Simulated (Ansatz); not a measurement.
# C3H9FSn: basis-set convergence

How large a basis does C3H9FSn need? Two functionals are run in growing sets.

Program: Ansatz 0.2.0, Gaussian basis. Level of theory: one geometry, several basis sets. These are calculated values, not measurements.

Plan: PBE0-D4/def2-SVP; ωB97M-V/def2-SVP; PBE0-D4/def2-QZVPP; ωB97M-V/def2-QZVPP; the functionals' def2-TZVPP values are taken from earlier runs.

### Step 1. The relaxed structure

An earlier PBE0-D4 in a triple-zeta def2 set relaxation fixed the geometry. Sn takes the def2 core potential; no spin-orbit term is included.

SMILES `[CH3][Sn]([CH3])([CH3])[F]`, 14 atoms, charge 0, spin multiplicity 1.

Atoms are counted from 1 here; the program's logs count them from 0.

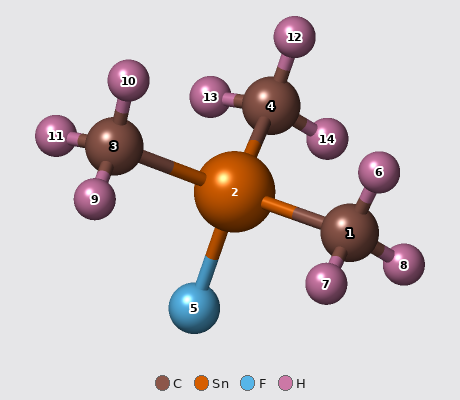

The geometry (carbon brown, tin orange, fluorine blue, hydrogen pink); atoms are numbered from 1 in the order of the file.

### Step 2. PBE0-D4 in def2-SVP

Contents of in.yaml:

```yaml
crystal:
  periodic: [false, false, false]
  atoms:
    - {symbol: C, position_ang: [-1.647861, 1.263236, -0.004220]}
    - {symbol: Sn, position_ang: [0.195070, 0.209029, -0.192655]}
    - {symbol: C, position_ang: [1.300671, 0.024506, 1.620333]}
    - {symbol: C, position_ang: [0.079310, -1.579455, -1.346447]}
    - {symbol: F, position_ang: [1.289811, 1.388074, -1.280733]}
    - {symbol: H, position_ang: [-2.359587, 0.688173, 0.590204]}
    - {symbol: H, position_ang: [-1.472201, 2.222857, 0.482163]}
    - {symbol: H, position_ang: [-2.070926, 1.438451, -0.993485]}
    - {symbol: H, position_ang: [1.431464, 1.008841, 2.070110]}
    - {symbol: H, position_ang: [0.775742, -0.621827, 2.325529]}
    - {symbol: H, position_ang: [2.281049, -0.402620, 1.408830]}
    - {symbol: H, position_ang: [-0.511858, -2.334275, -0.825519]}
    - {symbol: H, position_ang: [1.082883, -1.969471, -1.516913]}
    - {symbol: H, position_ang: [-0.386567, -1.364718, -2.308295]}
basis:
  gaussian: {orbitals: def2-SVP}
hamiltonian: {xc: pbe0, dispersion: d4}
output: {orbitals: {seedname: orbitals}}
```

Run with:

```
> ansatz run in.yaml --threads 4 --pin off --events-out ev --progress --plain --max-ram 11315MiB
```

Output:

```text
Functional definition: PBE0
  name "PBE0"
  cite "Adamo & Barone, J. Chem. Phys. 110, 6158 (1999) doi:10.1063/1.478522"
  cite "Perdew, Burke & Ernzerhof, Phys. Rev. Lett. 77, 3865 (1996) doi:10.1103/PhysRevLett.77.3865"
  parent pbe
  parameter a = 0.25
  parameter kappa = 0.804
  parameter beta = 0.06672455060314922
  exchange = (1 - a)*pbe_x(kappa = kappa, mu = beta*pi^2/3) + a*exact_x
  correlation = pbe_c(beta = beta)
1498 factors; their error is unknown
mean field evaluation 1: about -11783.6119 eV, gradient 7.4e1 eV
mean field evaluation 2: about -11779.2319 eV, gradient 8.6e1 eV
mean field evaluation 4: about -11795.9750 eV, gradient 3.0e0 eV
mean field evaluation 8: about -11795.9882 eV, gradient 6.4e-2 eV
mean field evaluation 16: about -11796.0551 eV, gradient 8.8e-6 eV
mean field -11796.05509260 eV, -433.4970289998 hartree, gradient 8.8e-6 eV, S^2 0.000000; 0 other end points of the search recorded, 0 dependent functions left out
reference -11796.05512578 eV, -433.4970302191 hartree; 29, 29 occupied and 98, 98 virtual orbitals, 1498 factors
Total energy: -11796.28421776 eV, -433.5054491939 hartree
```

It took 1.2 s on 4 threads of Arm Neoverse V2, shared host.

### Step 3. ωB97M-V in def2-SVP

Changes to in.yaml since step 2:

```diff
@@ -19,3 +19,3 @@
   gaussian: {orbitals: def2-SVP}
-hamiltonian: {xc: pbe0, dispersion: d4}
+hamiltonian: {xc: {name: wB97M-V}}
 output: {orbitals: {seedname: orbitals}}
```

The command is unchanged.

Output (excerpt; [...] marks lines left out):

```text
Functional definition: wB97M-V
  name "wB97M-V"
  cite "Mardirossian & Head-Gordon, J. Chem. Phys. 144, 214110 (2016) doi:10.1063/1.4952647"
  cite "Becke, J. Chem. Phys. 107, 8554 (1997) doi:10.1063/1.475007"
  cite "Vydrov & Van Voorhis, J. Chem. Phys. 133, 244103 (2010) doi:10.1063/1.3521275"
  # Of w^i u^j: cxij and so on, Table III.
[...]
  gx(w, u) = 1 - cx + cx01*u + cx10*w
  gss(w, u) = css00 + css04*u^4 + css10*w + css20*w^2 + css43*w^4*u^3
  gos(w, u) = cos00 + cos10*w + (cos20 + cos21*u)*w^2 + (cos60 + cos61*u)*w^6
[...]
      + integral(e_c_pw_mod_opposite_spin*gos(b97_w_opposite, b97_u_opposite)) + vv10(b, c)
1484 factors; their error is unknown
375 factors; integrals over basis functions are off by at most 7.4e-6 eV
[...]
mean field -11798.14416453 eV, -433.5738009772 hartree, gradient 6.0e-6 eV, S^2 0.000000; 0 other end points of the search recorded, 0 dependent functions left out
reference -11798.14421470 eV, -433.5738028209 hartree; 29, 29 occupied and 98, 98 virtual orbitals, 1484 factors
Total energy: -11798.14421470 eV, -433.5738028209 hartree
```

Run time: 5.5 s. Hardware: 4 threads of Arm Neoverse V2, shared host.

### Step 4. PBE0-D4 in def2-QZVPP

Changes to in.yaml since step 3:

```diff
@@ -18,4 +18,4 @@
 basis:
-  gaussian: {orbitals: def2-SVP}
-hamiltonian: {xc: {name: wB97M-V}}
+  gaussian: {orbitals: "def2-QZVPP.json"}
+hamiltonian: {xc: pbe0, dispersion: d4}
 output: {orbitals: {seedname: orbitals}}
```

Launched as before.

Output:

```text
Functional definition: PBE0
  name "PBE0"
  cite "Adamo & Barone, J. Chem. Phys. 110, 6158 (1999) doi:10.1063/1.478522"
  cite "Perdew, Burke & Ernzerhof, Phys. Rev. Lett. 77, 3865 (1996) doi:10.1103/PhysRevLett.77.3865"
  parent pbe
  parameter a = 0.25
  parameter kappa = 0.804
  parameter beta = 0.06672455060314922
  exchange = (1 - a)*pbe_x(kappa = kappa, mu = beta*pi^2/3) + a*exact_x
  correlation = pbe_c(beta = beta)
1739 factors; their error is unknown
mean field evaluation 1: about -11786.9307 eV, gradient 9.1e1 eV
mean field evaluation 2: about -11779.9099 eV, gradient 1.1e2 eV
mean field evaluation 4: about -11803.9046 eV, gradient 6.0e0 eV
mean field evaluation 8: about -11803.9622 eV, gradient 4.1e-2 eV
mean field evaluation 16: about -11804.0242 eV, gradient 4.9e-5 eV
mean field -11804.02415668 eV, -433.7898867029 hartree, gradient 4.9e-5 eV, S^2 0.000000; 0 other end points of the search recorded, 0 dependent functions left out
reference -11804.02420693 eV, -433.7898885498 hartree; 29, 29 occupied and 551, 551 virtual orbitals, 1739 factors
Total energy: -11804.25329891 eV, -433.7983075246 hartree
```

Run time: 9.5 s. Hardware: 4 threads of Arm Neoverse V2, shared host; peak memory 2.3 GiB.

### Step 5. ωB97M-V in def2-QZVPP

Changes to in.yaml since step 4:

```diff
@@ -19,3 +19,3 @@
   gaussian: {orbitals: "def2-QZVPP.json"}
-hamiltonian: {xc: pbe0, dispersion: d4}
+hamiltonian: {xc: {name: wB97M-V}}
 output: {orbitals: {seedname: orbitals}}
```

The command is unchanged.

Output (excerpt; [...] marks lines left out):

```text
Functional definition: wB97M-V
  name "wB97M-V"
  cite "Mardirossian & Head-Gordon, J. Chem. Phys. 144, 214110 (2016) doi:10.1063/1.4952647"
  cite "Becke, J. Chem. Phys. 107, 8554 (1997) doi:10.1063/1.475007"
  cite "Vydrov & Van Voorhis, J. Chem. Phys. 133, 244103 (2010) doi:10.1063/1.3521275"
  # Of w^i u^j: cxij and so on, Table III.
[...]
  gx(w, u) = 1 - cx + cx01*u + cx10*w
  gss(w, u) = css00 + css04*u^4 + css10*w + css20*w^2 + css43*w^4*u^3
  gos(w, u) = cos00 + cos10*w + (cos20 + cos21*u)*w^2 + (cos60 + cos61*u)*w^6
[...]
      + integral(e_c_pw_mod_opposite_spin*gos(b97_w_opposite, b97_u_opposite)) + vv10(b, c)
1722 factors; their error is unknown
462 factors; integrals over basis functions are off by at most 4.7e-6 eV
[...]
mean field -11806.45426330 eV, -433.8791914742 hartree, gradient 5.2e-5 eV, S^2 0.000000; 0 other end points of the search recorded, 0 dependent functions left out
reference -11806.45434338 eV, -433.8791944170 hartree; 29, 29 occupied and 551, 551 virtual orbitals, 1722 factors
Total energy: -11806.45434338 eV, -433.8791944170 hartree
```

Wall time 22 s (4 threads of Arm Neoverse V2, shared host); peak memory 2.9 GiB.

### Step 6. Density functionals: the series

The def2-TZVPP values come from earlier runs at the same geometry.

```
functional       basis  functions  energy (eV)  from the largest (eV)  HOMO (eV)  LUMO (eV)
   PBE0-D4    def2-SVP        127  -11796.2842                  7.969      -8.02       0.67
   PBE0-D4  def2-TZVPP        300  -11803.8331                  0.420      -8.09       0.25
   PBE0-D4  def2-QZVPP        580  -11804.2533                  0.000      -8.10      -0.10
   ωB97M-V    def2-SVP        127  -11798.1442                  8.310     -10.20       2.32
   ωB97M-V  def2-TZVPP        300  -11806.0421                  0.412     -10.28       1.73
   ωB97M-V  def2-QZVPP        580  -11806.4543                  0.000     -10.28       1.08
```

### Step 7. What came out

| quantity | value |
| --- | --- |
| PBE0-D4: double and triple zeta above quadruple | 7.97, 0.42 eV |
| ωB97M-V: double and triple zeta above quadruple | 8.31, 0.41 eV |

For PBE0-D4 the step from double to triple zeta gains 7.55 eV and the next only 0.42 eV. These are total energies; as a rule much of such shifts cancels in differences, which this series doesn't test. The LUMO of ωB97M-V is positive and keeps falling with the basis (2.32 to 1.08 eV): an unbound level that the basis holds in place.

For PBE0-D4 the largest set took about 8 times as long as the smallest (9.5 s against 1.2 s).
